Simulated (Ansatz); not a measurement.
```tsv
atom	x (Å)	y (Å)	z (Å)
C	-0.9477	-0.6875	0.1871
Cl	-1.8930	-0.7671	-1.3302
F	1.0021	0.9106	1.4555
F	-1.0111	2.1428	0.3853
Si	0.0101	0.9138	0.1807
H	0.7946	1.1307	-1.0507
H	-1.6429	-0.7428	1.0377
H	-0.2824	-1.5625	0.2301
```

Geometry: PBE0-D3(BJ)/def2-SVP.

The calculation used isolated molecule in a Gaussian basis; Kohn-Sham density functional theory, functional PBE0 (Ansatz 0.2.0).

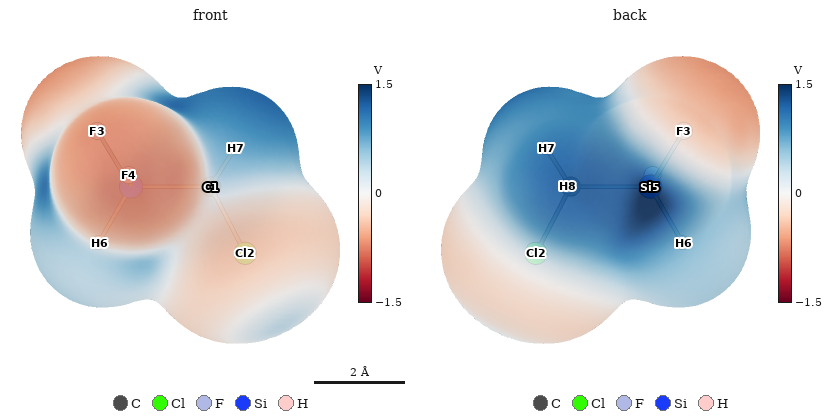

CH$_{3}$ClF$_{2}$Si (SMILES F[SiH](F)CCl). The electrostatic potential painted on the density surface at 0.001 e/bohr³, seen from the front and from behind; red is negative and blue positive.

### Where is the surface potential most negative and most positive?

The most negative region (about −0.7 V) lies over F4, the most positive (about +1.4 V) over Si5. Cl2 shows a σ-hole: about +0.4 V at the tip opposite its bond, against about −0.2 V on its flanks.
